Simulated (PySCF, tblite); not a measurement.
**C₂H₁₀NO₂Si₂ radical: geometry, infrared bands and EPR parameters**

Wanted: the infrared bands and EPR parameters of C₂H₁₀NO₂Si₂ radical (`CN(C)[Si@@H](O)O[SiH2]`), by calculation.

Computed with tblite 0.8.0 and PySCF 2.14.0, with density-fitted response routines of our own, on a single molecule in the gas phase. Atoms count from 0, in the outputs and in this text.

### Step 1. The starting structure

17 atoms, charge 0, multiplicity 2; geometry from: force field or distance geometry start.

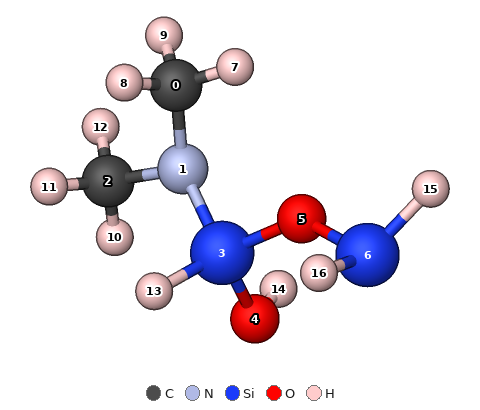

The starting geometry (carbon dark grey, nitrogen light blue, silicon blue, oxygen red, hydrogen pink), atoms numbered.

### Step 2. Optimising the geometry with GFN2-xTB

The job: settings as JSON, then the geometry in Å.

```
{"job": {"kind": "relax", "xc": "GFN2-xTB", "basis": "xTB"}, "charge": 0, "multiplicity": 2}
C     -1.468600     0.662400     0.631300
N     -0.821900    -0.418600    -0.113600
C     -1.494000    -1.683200     0.234300
Si     0.880900    -0.399700    -0.342200
O      1.105700    -1.351200    -1.659000
O      1.329600     1.138500    -0.653800
Si     2.726900     2.006400    -0.881700
H     -1.147400     1.654700     0.278000
H     -1.267000     0.604800     1.709200
H     -2.568200     0.639000     0.491800
H     -1.180400    -2.503300    -0.420100
H     -1.324800    -1.977900     1.273200
H     -2.591200    -1.590800     0.091400
H      1.561400    -0.961400     0.852100
H      0.382600    -1.247900    -2.304600
H      2.376500     3.397700    -1.238800
H      3.492800     2.042600     0.395600
```

The run is started by

```console
$ OMP_NUM_THREADS=1 python probes_run.py task.json out
```

The driver reads the jobs from task.json and runs them one after another.

**Question.** This job is followed by: GFN2-xTB harmonic vibrations, gas phase; UKS B3LYP, pcH-1 on C H N O Si, non-relativistic, mean-field spin-orbit, GIAO. What will the session give for the following? strongest single infrared mode (GFN2-xTB); zero-point energy (GFN2-xTB); g(iso) (B3LYP); ⟨S²⟩; largest a(iso) (averaged by class); surface potential, least and greatest.

The runs gave:

| quantity | value |
| --- | --- |
| strongest single infrared mode (GFN2-xTB) | 1090 cm⁻¹, 540 km/mol |
| zero-point energy (GFN2-xTB) | 77.2 kcal/mol |
| g(iso) (B3LYP) | 2.00258 |
| ⟨S²⟩ | 0.751 (exact 0.75) |
| largest a(iso) (averaged by class) | 29Si on Si6, -593.4 MHz |
| surface potential, least and greatest | -1.36 V and 2.10 V |

Relaxing lowered the energy by 0.397 eV in 169 steps; the close pair that moved most is O5–Si6, from 1.661 to 1.617 Å. All 45 modes are real, so the xTB geometry is a minimum. Unscaled tight-binding wavenumbers are off by several per cent, some by more. Its intensities can rank the bands wrongly. Most of the unpaired spin sits on Si6 (0.89 e). The isotropic g lies 0.3 ppt above the free-electron value.
